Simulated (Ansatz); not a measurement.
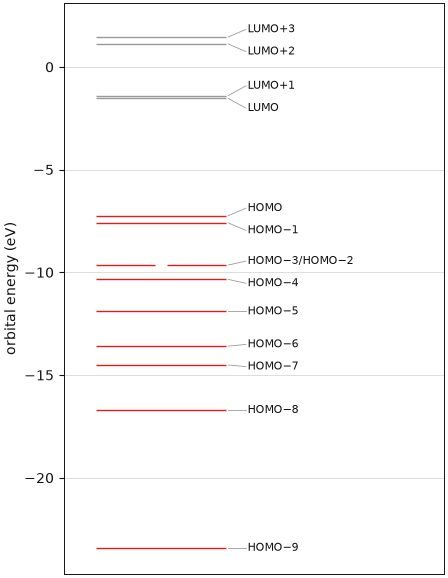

CH₃BFN, SMILES BN=CF. Kohn-Sham orbital energies near the frontier, revPBE/def2-TZVPP in the Ansatz code, at a PBE0-D4/def2-TZVP geometry (a minimum by its frequencies), isolated molecule; empty levels in grey, levels within 0.03 eV side by side.

**Where do the frontier orbitals lie?**

HOMO at −7.25 eV, LUMO at −1.54 eV, 5.71 eV apart.

**How far below the HOMO does the next level lie?**

0.35 eV.

**List the levels.**

| orbital | energy (eV) |
| --- | --- |
| LUMO+3 | 1.45 |
| LUMO+2 | 1.12 |
| LUMO+1 | −1.40 |
| LUMO | −1.54 |
| HOMO | −7.25 |
| HOMO−1 | −7.59 |
| HOMO−2 | −9.63 |
| HOMO−3 | −9.65 |
| HOMO−4 | −10.34 |
| HOMO−5 | −11.91 |
| HOMO−6 | −13.59 |
| HOMO−7 | −14.51 |
| HOMO−8 | −16.71 |
| HOMO−9 | −23.42 |

Known limits of this run: empty levels above zero depend strongly on the basis.
